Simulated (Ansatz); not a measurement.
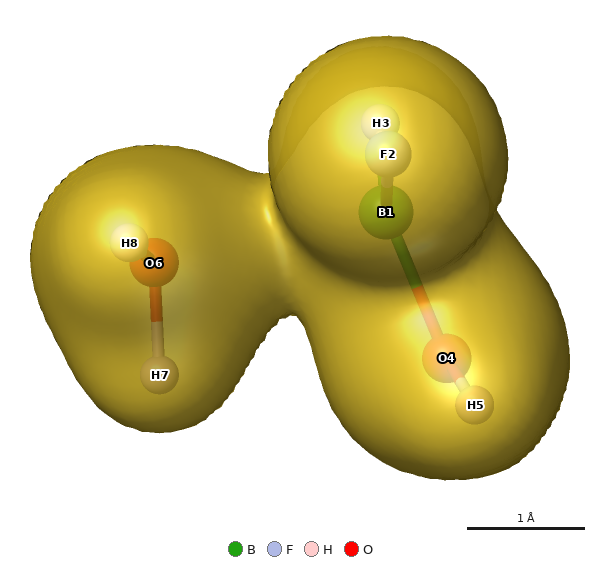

*BFH₂O···H₂O. Isosurface of the electron density at 0.2 e/Å³ (yellow), seen across its widest extent.*

Method: RKS PBE0-D4/cc-pVDZ in Ansatz.

The calculation's input:

```
crystal:
  periodic: [false, false, false]
  atoms:
    - { symbol: B, position_ang: [0.064833, -0.327828, -0.062931] }
    - { symbol: F, position_ang: [-0.025098, -0.532064, 1.260662] }
    - { symbol: H, position_ang: [1.131665, -0.134061, -0.578805] }
    - { symbol: O, position_ang: [-1.034762, -0.492031, -0.832531] }
    - { symbol: H, position_ang: [-1.807801, -0.716932, -0.298315] }
    - { symbol: O, position_ang: [-0.267753, 2.132691, 0.729196] }
    - { symbol: H, position_ang: [-1.201951, 2.206455, 0.495686] }
    - { symbol: H, position_ang: [-0.282333, 1.55817, 1.527338] }
basis:
  gaussian: { orbitals: cc-pVDZ }
hamiltonian:
  xc: pbe0
  dispersion: d4
relax:
  f_tol: 0.03
  max_steps: 50
output:
  orbitals: {}
```

Launched as:

```sh
ansatz run input.yaml --threads 1 --pin off --max-ram 2048MiB --backend cpu --events-out ev --progress --plain --runs-dir out
```

The fields are those of the run's last geometry, not of the input's.

Which contacts does the surface bridge?

At this value the surface is in one piece. It bridges the sampled B···O (2.04 Å), B–F (1.37 Å), B–O (1.37 Å) and O–H (0.97 Å) contacts, where the density stays above the isovalue. On the grid the lowest density along these lines, outside the cores, is 0.31 e/Å³ (B···O, 2.04 Å), 1.2 e/Å³ (B–F, 1.37 Å), 1.4 e/Å³ (B–O, 1.37 Å) and 2.4 e/Å³ (O–H, 0.97 Å).
